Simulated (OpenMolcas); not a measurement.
# Ti³⁺ among point charges: CASSCF and CASPT2 levels and susceptibility

How does a field of 4 point charges split the states of Ti³⁺, and what χT follows?

Method: state-averaged CASSCF and CASPT2, spin-orbit coupling by RASSI with atomic mean-field integrals. Code: OpenMolcas 26.06.

## 1. Starting point

- Species: Ti³⁺ (titanium, Z = 22, 19 electrons)
- Basis: ANO-RCC-VDZP [5s4p2d1f], 34 functions
- Scalar Hamiltonian: DKH2, point nucleus
- Inactive shells: 1s 2s 2p 3s 3p
- Active space: 1 electron in 5 orbitals (3d)
- Some configurations of this space: 3d
- Orbitals: optimised for each spin and parity, averaged over all roots

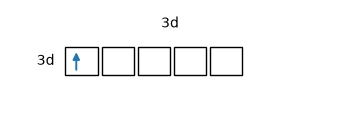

Occupation of the outer shells (arrows by Hund's rule).

The ion sits among 4 point charges of -2 e arranged as a square (D4h), 2.14 Å from the ion.

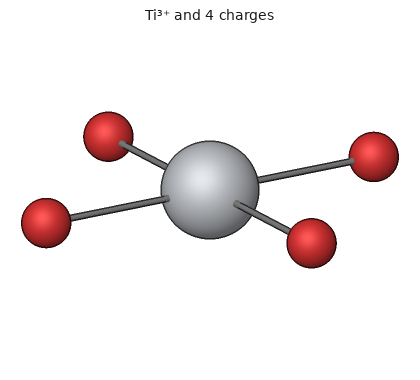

The ion and the point charges (red).

The work runs as a chain of OpenMolcas steps in one folder; each step below is one input file. Labels, J, g values, rates, χT and fits are worked out afterwards by a script from the matrices that RASSI stores. The input lists half of the charges; inversion (Group=XYZ) makes the rest.

## 2. Basis and integrals

Contents of a.inp:

```
&GATEWAY
Coord
1

Ti 0.0 0.0 0.0
Basis=ANO-RCC-VDZP
Group=XYZ
NoMove
AngMom=0.0 0.0 0.0
AMFI
XField
2 Angstrom 0
2.140000 0.000000 0.000000 -2.000000
0.000000 2.140000 0.000000 -2.000000
&SEWARD
```

Started as:

```bash
$ OMP_NUM_THREADS=1 MOLCAS_MEM=1689 MOLCAS_PROJECT=a pymolcas a.inp > a.log
```

## 3. CASSCF: doublets of even parity, 5 roots

Contents of a.inp:

```
&RASSCF
FileOrb=start.orb
Symmetry=1
Spin=2
nActEl=1 0 0
Inactive=3 6
Ras2=5 0
CIRoot=5 5 1
SDav=5
CIMx=300
Iter=120 100
PrWF=0.3
OrbListing=Nothing
MaxOrb=0
>>> COPY $Project.JobIph JOB001
```

start.orb holds the contracted functions of the basis, ordered by shell, or the orbitals of the step before.

## 4. State interaction with spin-orbit coupling

Contents of a.inp:

```
&RASSI
NrOfJobIphs=1 5
1 2 3 4 5
IphNames
JOB001
EJob
SpinOrbit
DIPRint=1.0
SOCoupling=1000.0
Subsets=2
Property=9
'ANGMOM' 1 'ANGMOM' 2 'ANGMOM' 3 'MLTPL  1' 1 'MLTPL  1' 2 'MLTPL  1' 3
'AMFI' 1 'AMFI' 2 'AMFI' 3
SOProperty=3
'ANGMOM' 1 'ANGMOM' 2 'ANGMOM' 3
```

## 5. CASPT2: IPEA 0.25, imaginary shift 0.1 (closed shells correlated: 3s 3p)

Contents of a.inp:

```
>>> COPY JOB001 $Project.JobIph
&CASPT2
Multistate=5 1 2 3 4 5
NoMult
Frozen=2 3
IPEA=0.25
Imaginary=0.1
MaxIter=60
WThr=0.0 0.3 0.05
PrWF=0.5
NoMix
```

(Steps that only read results are left out.)

Q: Predict the outcome of this session. Wanted: spin-free ground state; first state of the same spin within the active space; lowest level; next level.

The runs gave:

| quantity | value |
| --- | --- |
| method | SS-CASPT2, IPEA 0.25, imaginary shift 0.1 (closed shells correlated: 3s 3p) |
| spin-free ground state | 2A1, 1-fold in its orbital part |
| first state of the same spin within the active space | 2E at 4330 cm⁻¹ |
| lowest level | 2-fold E1/2, g = 1.81, 1.81, 2.00 |
| next level | 4271.4 cm⁻¹ |
| χT at 300 K | 0.40 cm³ K/mol |
| effective moment at 300 K | 1.78 μB |

Cost by method:

```tsv
method	time of its own steps	time with the reference
A. CASSCF	1.3 s	1.3 s
B. SS-CASPT2, IPEA 0.25, imaginary shift 0.1, +3s 3p	0.42 s	1.7 s
```

Times are of one thread on a shared host.

What this shows: The spin-free ground state (2A1) comes to 100 % from free-ion D terms and keeps the highest spin of the shell. χT at 300 K is 0.40, against 0.38 cm³ K/mol for the spin alone; near agreement at one temperature doesn't show that the orbital moment is quenched. The field of point charges can differ much from that of real complexes. Point charges carry no covalency, so the field is a model and not that of real ligands.
